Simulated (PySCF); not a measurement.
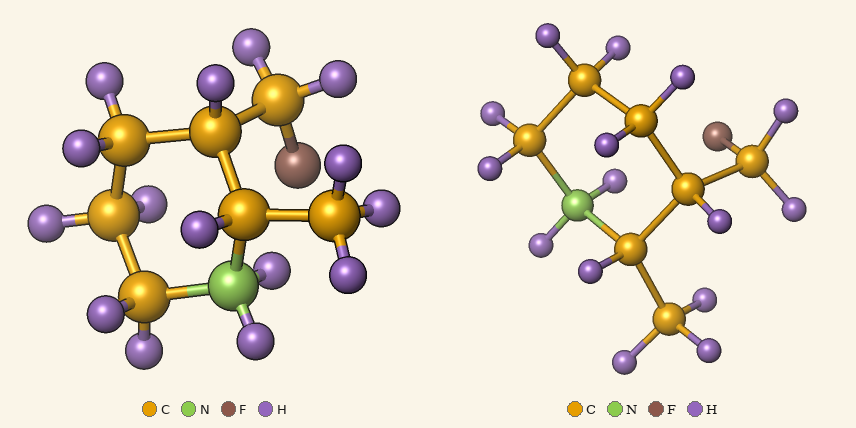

The same structure drawn twice, from different directions.

The species has charge +1 and is a spin singlet. The computed structure is the end point of a PBE0-D3(BJ)/def2-SVP optimisation. No frequency run is at hand to confirm it as a minimum.

Identify the structure.

Formula C₇H₁₅FN⁺. Its SMILES string is `C[C@@H]1[NH2+]CCC[C@@H]1CF`. Independent rings (smallest set): 1 of 6 members. Among its groups: C–F bond. This geometry has C1 symmetry. Coordination: 7 C tetrahedral; 1 N tetrahedral.

More results for the same structure follow; atom numbers are the same in all pictures, views and colours differ.

## Geometry

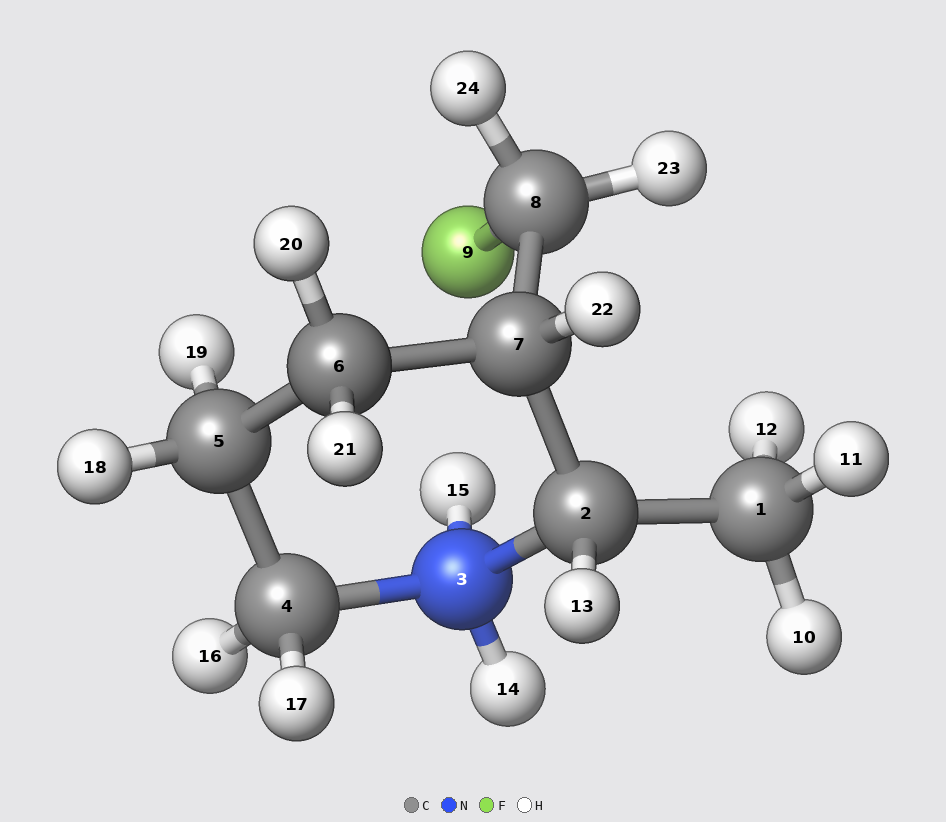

Numbered structure. No frequency run is at hand to confirm it as a minimum.

What are the angles C1–C2–N3, C1–C2–C7, C2–N3–H14, N3–C4–H17, C4–N3–H14, C5–C4–H17, C6–C5–H18, C6–C5–H19, C7–C8–H23, C7–C8–H24, C8–C7–H22, F9–C8–H23?

```
    angle  degrees
 C1–C2–N3    109.1
 C1–C2–C7    115.9
C2–N3–H14    109.4
N3–C4–H17    106.6
C4–N3–H14    110.4
C5–C4–H17    111.8
C6–C5–H18    110.7
C6–C5–H19    110.8
C7–C8–H23    112.0
C7–C8–H24    111.2
C8–C7–H22    105.7
F9–C8–H23    107.0
```

## Electronic properties

No frequency run is at hand to confirm it as a minimum. Level of theory: PBE0/pcSseg-1 in chloroform (IEF-PCM) (PySCF 2.14.0).

What does the calculation give?

- HOMO energy (Kohn–Sham orbital): −9.98 eV
- LUMO energy (Kohn–Sham orbital): −0.02 eV
- HOMO–LUMO gap: 9.95 eV

## NMR shielding

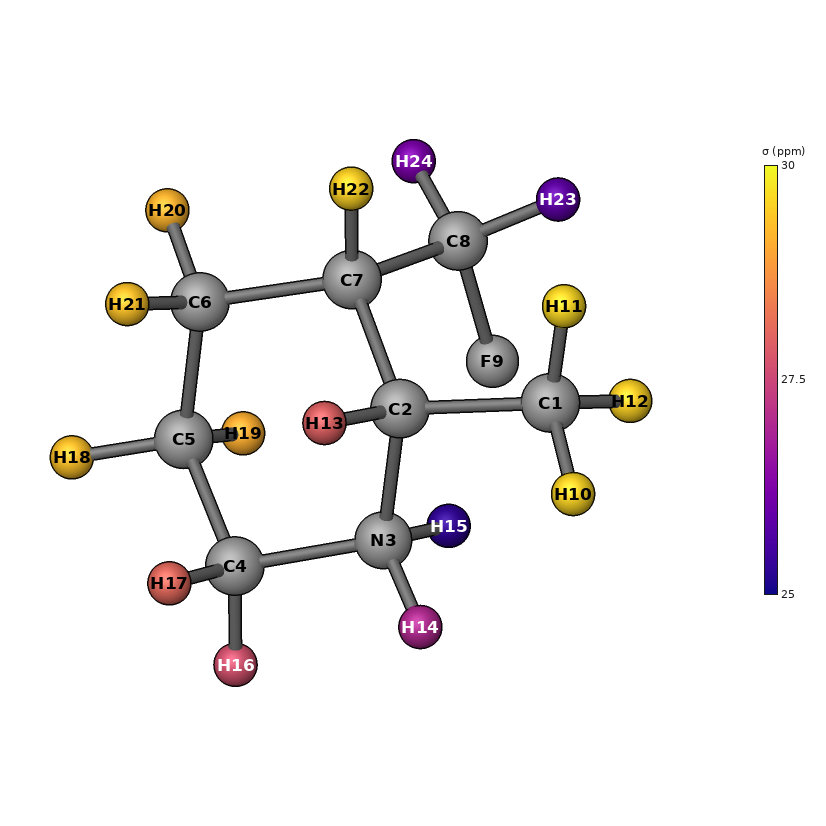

Atoms are coloured by their isotropic NMR shieldings (H only, the others grey). No frequency run is at hand to confirm it as a minimum. Method: GIAO PBE0/pcSseg-1 NMR shielding, non-relativistic, IEF-PCM chloroform (PySCF 2.14.0).

Give the isotropic NMR shieldings of the H atoms atom by atom.

```tsv
atom	σ (ppm)
H10	29.59
H11	29.61
H12	29.55
H13	27.96
H14	27.00
H15	25.30
H16	27.70
H17	28.10
H18	29.35
H19	29.12
H20	29.19
H21	29.36
H22	29.53
H23	25.84
H24	26.20
```

## Charges

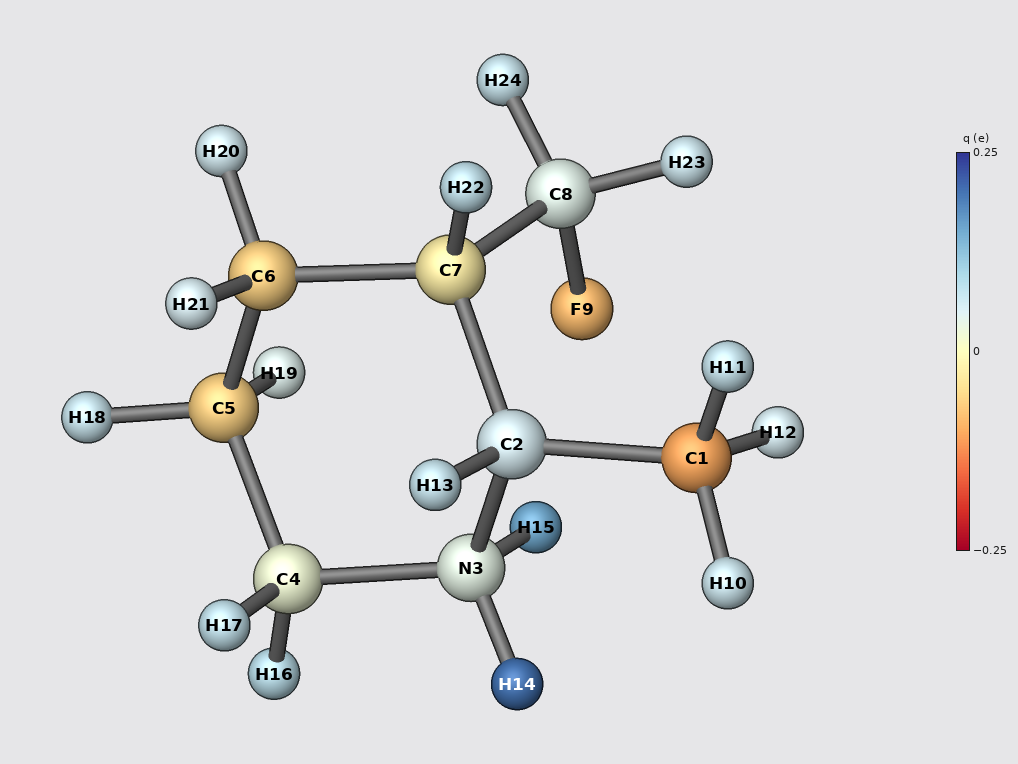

Atoms are coloured by their Hirshfeld charges. No frequency run is at hand to confirm it as a minimum. Level of theory: PBE0/pcSseg-1 in chloroform (IEF-PCM) (PySCF 2.14.0).

Give the Hirshfeld charges atom by atom.

```json
{"atom": "C1", "value (e)": "−0.10"}
{"atom": "C2", "value (e)": "0.05"}
{"atom": "N3", "value (e)": "0.04"}
{"atom": "C4", "value (e)": "0.02"}
{"atom": "C5", "value (e)": "−0.06"}
{"atom": "C6", "value (e)": "−0.06"}
{"atom": "C7", "value (e)": "−0.02"}
{"atom": "C8", "value (e)": "0.04"}
{"atom": "F9", "value (e)": "−0.08"}
{"atom": "H10", "value (e)": "0.06"}
{"atom": "H11", "value (e)": "0.07"}
{"atom": "H12", "value (e)": "0.05"}
{"atom": "H13", "value (e)": "0.07"}
{"atom": "H14", "value (e)": "0.20"}
{"atom": "H15", "value (e)": "0.15"}
{"atom": "H16", "value (e)": "0.08"}
{"atom": "H17", "value (e)": "0.07"}
{"atom": "H18", "value (e)": "0.07"}
{"atom": "H19", "value (e)": "0.04"}
{"atom": "H20", "value (e)": "0.06"}
{"atom": "H21", "value (e)": "0.05"}
{"atom": "H22", "value (e)": "0.07"}
{"atom": "H23", "value (e)": "0.06"}
{"atom": "H24", "value (e)": "0.07"}
```
